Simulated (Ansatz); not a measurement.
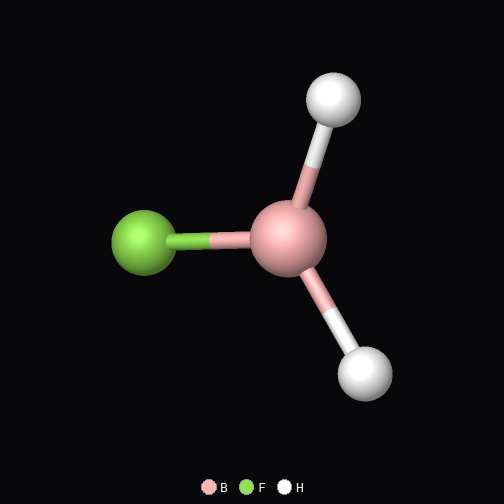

Sticks follow a distance rule. Harmonic vibrations computed with RKS PBE0-D4/def2-TZVP (Ansatz 0.2.0) at a stationary point of the same level.

How many imaginary frequencies does it have?

Answer. A minimum: no imaginary frequency, and the lowest mode lies at 1017 cm⁻¹.

How many vibrational modes are there, and where do they lie?

Answer. 6 modes: 1017, 1079, 1180, 1362, 2573, 2678 cm⁻¹.
